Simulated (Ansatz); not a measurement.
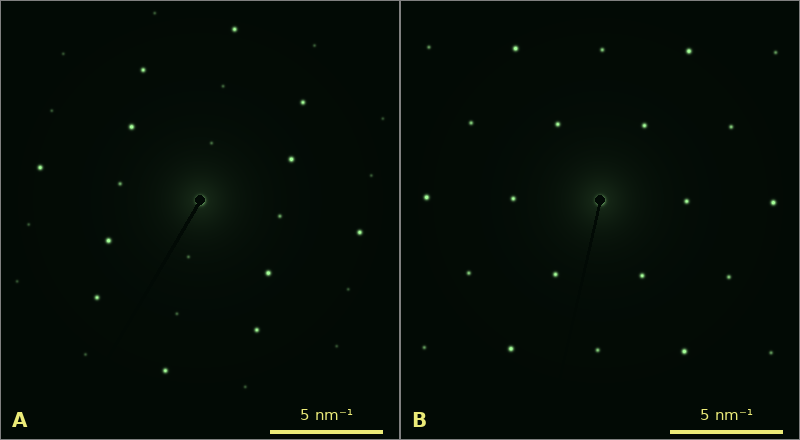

Kinematic electron diffraction patterns (300 kV, B = 0.5 Å², same scale, each along a low-index zone) of two structures of composition Ru2Au, each relaxed at zero pressure with DFT PBE, scalar-relativistic, plane waves, PAW (Ansatz).

The structures (standard cells):
1. P6/mmm (No. 191), a = 4.420 Å, c = 2.726 Å (hexagonal axes), 3 atoms; generated start, possibly hypothetical
2. Fd-3m (No. 227), a = 7.250 Å, 24 atoms; generated start, possibly hypothetical

Which pattern belongs to which structure, and along which zone?

Answer. A is structure 1 along [100] or an equivalent direction: rectangular net of 0 1 0 at d = 3.83 Å and 0 0 1 at d = 2.73 Å, 90.0° apart. B is structure 2 along [111] or an equivalent direction: hexagonal net of -2 2 0 at d = 2.56 Å and -2 0 2 at d = 2.56 Å, 60.0° apart.

Rank the structures by their computed energy.

Answer. Structure 1 (P6/mmm, 15.38 Å³ an atom) is the lowest of these; structure 2 (Fd-3m, 15.88 Å³ an atom) lies about 180 meV an atom higher. These are static energies at 0 K; other structures, not shown, may lie lower still.
